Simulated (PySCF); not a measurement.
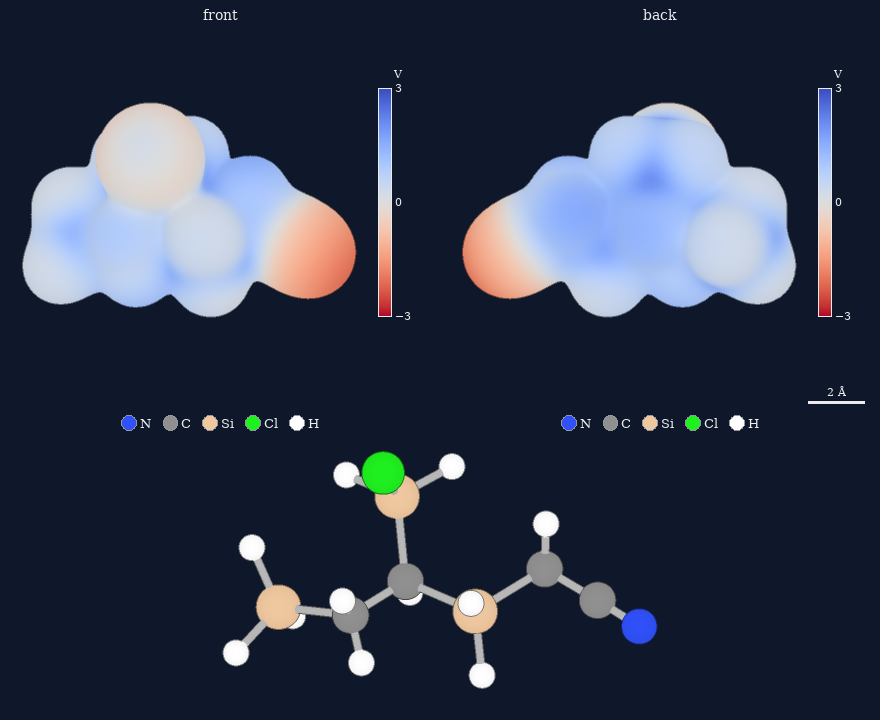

The picture shows: C$_{4}$H$_{12}$ClNSi$_{3}$. The molecular electrostatic potential painted on the density surface at 0.002 e/bohr³, seen from the front and from behind; the colour scale runs from red (negative) to blue (positive). The bare structure is drawn below in the same view.

Geometry: GFN2-xTB.

Level of theory: PBE0/pcSseg-1, SCF density, gas phase, non-relativistic (PySCF 2.14.0).

```xyz
21

N     5.0396    0.2124    0.5228
C     3.9822    0.5104    0.2014
C     2.6518    0.8518   -0.1800
Si    1.4083   -0.3103    0.7058
C    -0.3045   -0.1584   -0.1292
C    -1.2825   -1.0747    0.6243
Si   -2.9362   -1.4268   -0.2535
Si   -0.9314    1.6354   -0.2862
Cl   -1.2545    2.3652    1.5633
H     2.5659    0.7672   -1.2640
H     2.4665    1.8896    0.0980
H     1.8798   -1.6948    0.5771
H     1.3517    0.0679    2.1206
H    -0.2048   -0.5429   -1.1503
H    -1.4783   -0.6513    1.6114
H    -0.7922   -2.0348    0.8098
H    -2.6583   -1.7666   -1.6522
H    -3.8155   -0.2572   -0.2051
H    -3.5876   -2.5514    0.4198
H    -2.1813    1.7106   -1.0382
H     0.0725    2.4760   -0.9415
```

Question: Which sites attract a positive test charge, and which a negative one?

Answer: A positive charge is drawn to the negative regions and a negative charge to the positive ones. The most negative region (about −1.9 V) lies over N1, the most positive (about +1.8 V) over Si8. N1 is the likeliest acceptor of a hydrogen bond.

Question: How polar is the molecule by this calculation?

Answer: Its dipole moment is 4.36 D.
